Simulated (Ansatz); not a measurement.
# Geometry relaxation, with input and output: C$_{3}$H$_{4}$ClN (part 2 of 2)

The same run, continued: C$_{3}$H$_{4}$ClN; RKS B3LYP-D4/STO-3G (Ansatz 0.2.0). It belongs to a series of runs on one base structure; here: end point B relaxed.

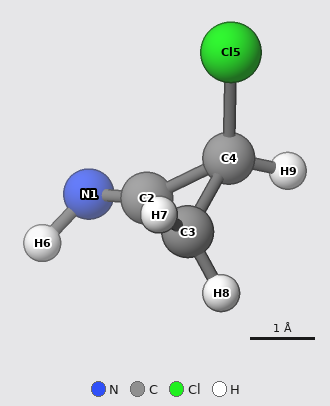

The geometry at step 6 of the log (ball-and-stick view, seen at a tilt; atoms are numbered from 1 in the order of the input).

```
mean field -16991.41928702 eV, -624.4231416002 hartree, gradient 8.0e-6 eV, S^2 0.000000; 1 other end points of the search recorded, 0 dependent functions left out
the calculation of the forces begins
reference -16991.41947274 eV, -624.4231484254 hartree; 23, 23 occupied and 10, 10 virtual orbitals, 479 factors
Total energy: -16991.71566424 eV, -624.4340332623 hartree
Atom 0 at     0.206390     1.403689    -1.388800 Å, force    -0.001548     0.002502     0.010870 eV/Å
Atom 1 at     0.014439     0.507645    -0.465183 Å, force     0.001118     0.000075    -0.007104 eV/Å
Atom 2 at    -0.742044    -0.113845     0.684826 Å, force    -0.000282     0.004424     0.002965 eV/Å
Atom 3 at     0.609261    -0.707556     0.174428 Å, force     0.006916    -0.004660    -0.001846 eV/Å
Atom 4 at     2.096970    -0.570997     1.229751 Å, force    -0.006424     0.002140    -0.006071 eV/Å
Atom 5 at    -0.648593     2.064694    -1.353363 Å, force     0.002755    -0.005522    -0.001295 eV/Å
Atom 6 at    -0.729570     0.416159     1.648264 Å, force    -0.003461    -0.001113    -0.001831 eV/Å
Atom 7 at    -1.655470    -0.696439     0.496427 Å, force     0.005231    -0.000201     0.000610 eV/Å
Atom 8 at     0.594238    -1.673960    -0.357409 Å, force    -0.004305     0.002355     0.003702 eV/Å
Dipole moment:    -0.669224    -0.034853     0.013435 e Å
```

Trajectory as extended XYZ (Å, eV, eV/Å), 11 frames, from step=1 to step=11:
```
9
Properties=species:S:1:pos:R:3:forces:R:3 step=1 energy=-16990.35257
N     0.1355    1.2952   -1.2649    0.4455   5.5778  -5.8328
C     0.1056    0.4164   -0.4143   -0.9970   3.2456  -1.9763
C    -0.6723   -0.0216    0.6319   -5.0485  -4.0487   2.6222
C     0.6216   -0.7100    0.1347    2.5387  -5.8577   2.5020
Cl    2.0595   -0.5695    1.2255    0.7733  -0.0187   0.4185
H    -0.7589    1.9258   -1.1659    0.9023  -0.5792   0.0961
H    -0.7321    0.5351    1.5442    0.3111   0.3428   1.1994
H    -1.6609   -0.5357    0.3632    1.4350   0.6140   0.5611
H     0.6475   -1.7063   -0.3854   -0.3604   0.7240   0.4098
9
Properties=species:S:1:pos:R:3:forces:R:3 step=2 energy=-16991.53746
N     0.1406    1.3704   -1.3896    0.9796   0.2365  -0.5467
C     0.0771    0.4640   -0.4632   -1.0634   2.4911  -1.6915
C    -0.7200   -0.0614    0.6428   -0.8374  -1.2710   1.4237
C     0.6170   -0.7188    0.1640    0.6534  -1.5804   0.7787
Cl    2.1005   -0.5607    1.2237    0.0678   0.0131   0.0632
H    -0.6836    2.0526   -1.2460   -0.1243  -0.3074   0.0806
H    -0.7440    0.4271    1.6264    0.1441   0.1218  -0.0416
H    -1.6457   -0.6260    0.4198    0.2510   0.1457   0.0075
H     0.6039   -1.7179   -0.3090   -0.0708   0.1507  -0.0737
9
Properties=species:S:1:pos:R:3:forces:R:3 step=3 energy=-16991.62186
N     0.2189    1.4484   -1.3659   -0.8207  -0.4117  -0.1121
C     0.0747    0.5169   -0.4540   -0.4621   0.7077  -0.3060
C    -0.7254   -0.0781    0.6767    0.0214  -0.4441   0.0047
C     0.6102   -0.7235    0.1746    0.4023   0.3096   0.3894
Cl    2.0996   -0.6010    1.2392   -0.0471  -0.1001   0.0418
H    -0.7489    1.9840   -1.3707    1.0024  -0.0805   0.3209
H    -0.7239    0.3952    1.6732    0.0928   0.1167  -0.2484
H    -1.6499   -0.6187    0.4450   -0.1406  -0.1430   0.0303
H     0.5903   -1.6938   -0.3490   -0.0483   0.0454  -0.1208
9
Properties=species:S:1:pos:R:3:forces:R:3 step=4 energy=-16991.64112
N     0.1877    1.3872   -1.4431   -1.1482   0.7828   0.9056
C     0.0411    0.4960   -0.4914   -0.1750   0.0347   0.0994
C    -0.7338   -0.0996    0.6722    0.3599   0.1808  -0.0286
C     0.6129   -0.7224    0.1777    0.0361   0.1837  -0.1343
Cl    2.0903   -0.5796    1.2575   -0.1009   0.0226  -0.1310
H    -0.6838    2.0855   -1.2748    1.1682  -1.0287  -0.5550
H    -0.7311    0.4320    1.6397    0.0390  -0.0835  -0.1607
H    -1.6461   -0.6748    0.4728   -0.1154  -0.0319  -0.0300
H     0.6085   -1.6950   -0.3417   -0.0637  -0.0605   0.0347
9
Properties=species:S:1:pos:R:3:forces:R:3 step=5 energy=-16991.69481
N     0.1911    1.3998   -1.4134   -0.4986   0.2483   0.3864
C     0.0433    0.5012   -0.4750   -0.2539   0.2600  -0.1470
C    -0.7321   -0.0979    0.6740    0.0862  -0.0638   0.0328
C     0.6121   -0.7194    0.1750    0.1326   0.0464   0.0361
Cl    2.0944   -0.5765    1.2439   -0.0504  -0.0107  -0.0522
H    -0.6841    2.0619   -1.3053    0.6137  -0.4680  -0.1894
H    -0.7294    0.4207    1.6445    0.0367   0.0031  -0.0540
H    -1.6494   -0.6660    0.4661   -0.0327  -0.0175   0.0081
H     0.5996   -1.6944   -0.3408   -0.0335   0.0020  -0.0206
9
Properties=species:S:1:pos:R:3:forces:R:3 step=6 energy=-16991.70399
N     0.1985    1.3993   -1.3990    0.0782  -0.0402  -0.0398
C     0.0019    0.5202   -0.4611    0.1332   0.0732   0.0606
C    -0.7340   -0.1127    0.6971   -0.2338  -0.0805  -0.0985
C     0.6033   -0.6988    0.1703    0.1634  -0.0231  -0.0481
Cl    2.0678   -0.5820    1.2571    0.1057   0.0186  -0.0591
H    -0.6417    2.0772   -1.3972   -0.0761  -0.0328   0.1104
H    -0.7036    0.3916    1.6733   -0.0678   0.0526  -0.0269
H    -1.6365   -0.7091    0.5044   -0.1042   0.0731   0.0693
H     0.5899   -1.6562   -0.3761    0.0015  -0.0408   0.0320
9
Properties=species:S:1:pos:R:3:forces:R:3 step=7 energy=-16991.71485
N     0.2034    1.4005   -1.3918   -0.0200   0.0256   0.0091
C     0.0184    0.5122   -0.4592   -0.0344  -0.0164  -0.0333
C    -0.7398   -0.1123    0.6880   -0.0378   0.0108  -0.0174
C     0.6084   -0.7083    0.1755    0.0741   0.0330   0.0059
Cl    2.0972   -0.5729    1.2308   -0.0166  -0.0086  -0.0046
H    -0.6528    2.0622   -1.3595    0.0461  -0.0382   0.0213
H    -0.7292    0.4092    1.6559    0.0012   0.0032  -0.0011
H    -1.6551   -0.6883    0.4886    0.0003  -0.0073   0.0234
H     0.5951   -1.6729   -0.3593   -0.0127  -0.0020  -0.0033
9
Properties=species:S:1:pos:R:3:forces:R:3 step=8 energy=-16991.71517
N     0.2040    1.4006   -1.3920   -0.0009   0.0327   0.0029
C     0.0174    0.5120   -0.4606   -0.0247  -0.0383  -0.0196
C    -0.7406   -0.1123    0.6869   -0.0093   0.0004  -0.0060
C     0.6092   -0.7071    0.1743    0.0302   0.0115   0.0213
Cl    2.0963   -0.5728    1.2313   -0.0082  -0.0038  -0.0058
H    -0.6510    2.0621   -1.3576    0.0148  -0.0108   0.0046
H    -0.7291    0.4102    1.6542    0.0018   0.0072  -0.0003
H    -1.6551   -0.6910    0.4918    0.0022  -0.0012   0.0074
H     0.5945   -1.6724   -0.3593   -0.0060   0.0023  -0.0046
9
Properties=species:S:1:pos:R:3:forces:R:3 step=9 energy=-16991.71532
N     0.2047    1.4013   -1.3913    0.0145   0.0143   0.0126
C     0.0162    0.5107   -0.4620   -0.0091  -0.0280  -0.0223
C    -0.7414   -0.1128    0.6860    0.0085   0.0004   0.0042
C     0.6098   -0.7067    0.1742   -0.0039   0.0015   0.0152
Cl    2.0961   -0.5728    1.2314   -0.0005   0.0002  -0.0035
H    -0.6497    2.0623   -1.3559   -0.0108   0.0077  -0.0043
H    -0.7292    0.4125    1.6518    0.0006   0.0040  -0.0003
H    -1.6555   -0.6933    0.4945    0.0035  -0.0012  -0.0018
H     0.5946   -1.6719   -0.3597   -0.0028   0.0010   0.0001
9
Properties=species:S:1:pos:R:3:forces:R:3 step=10 energy=-16991.71528 accepted=F
N     0.2088    1.4088   -1.3854   -0.0296  -0.0226   0.0020
C     0.0136    0.5072   -0.4674    0.0051  -0.0010  -0.0174
C    -0.7424   -0.1146    0.6830   -0.0063   0.0022   0.0071
C     0.6092   -0.7076    0.1730    0.0156  -0.0156   0.0267
Cl    2.0973   -0.5708    1.2291   -0.0177   0.0036  -0.0149
H    -0.6499    2.0659   -1.3536    0.0258  -0.0060   0.0137
H    -0.7283    0.4184    1.6449   -0.0123  -0.0041  -0.0028
H    -1.6551   -0.7002    0.4984    0.0170   0.0140  -0.0015
H     0.5923   -1.6776   -0.3530    0.0023   0.0296  -0.0129
9
Properties=species:S:1:pos:R:3:forces:R:3 step=11 energy=-16991.71548
N     0.2064    1.4037   -1.3888   -0.0015   0.0025   0.0109
C     0.0144    0.5076   -0.4652    0.0011   0.0001  -0.0071
C    -0.7420   -0.1138    0.6848   -0.0003   0.0044   0.0030
C     0.6093   -0.7076    0.1744    0.0069  -0.0047  -0.0018
Cl    2.0970   -0.5710    1.2298   -0.0064   0.0021  -0.0061
H    -0.6486    2.0647   -1.3534    0.0028  -0.0055  -0.0013
H    -0.7296    0.4162    1.6483   -0.0035  -0.0011  -0.0018
H    -1.6555   -0.6964    0.4964    0.0052  -0.0002   0.0006
H     0.5942   -1.6740   -0.3574   -0.0043   0.0024   0.0037
```

This output came from the following input.

Input:
```yaml
crystal:
  periodic: [false, false, false]
  atoms:
    - { symbol: "N", position_ang: [0.1355, 1.2952, -1.2649] }
    - { symbol: C, position_ang: [0.1056, 0.4164, -0.4143] }
    - { symbol: C, position_ang: [-0.67226, -0.02157, 0.63186] }
    - { symbol: C, position_ang: [0.62161, -0.71002, 0.13471] }
    - { symbol: Cl, position_ang: [2.05949, -0.56953, 1.22552] }
    - { symbol: H, position_ang: [-0.7589, 1.9258, -1.1659] }
    - { symbol: H, position_ang: [-0.73209, 0.53512, 1.54419] }
    - { symbol: H, position_ang: [-1.66087, -0.53574, 0.3632] }
    - { symbol: H, position_ang: [0.64754, -1.70627, -0.38544] }
basis:
  gaussian: { orbitals: STO-3G }
hamiltonian:
  xc: b3lyp
  dispersion: d4
relax:
  f_tol: 0.015
  max_steps: 40
```

Command:
```bash
ansatz run input.yaml --threads 1 --pin off --max-ram 2048MiB --backend cpu --events-out ev --progress --plain --runs-dir out
```

Results in brief:

| quantity | value |
| --- | --- |
| outcome | converged |
| total energy | −16991.7157 eV |
| mean-field energy | −16991.4195 eV |
| largest force (length of the vector) at the end | 0.011 eV/Å |
| hardware | 1 thread of Arm Neoverse N1, 24 GiB of memory available, shared host |
| wall time | 36 s |
| peak memory | 0.12 GiB |
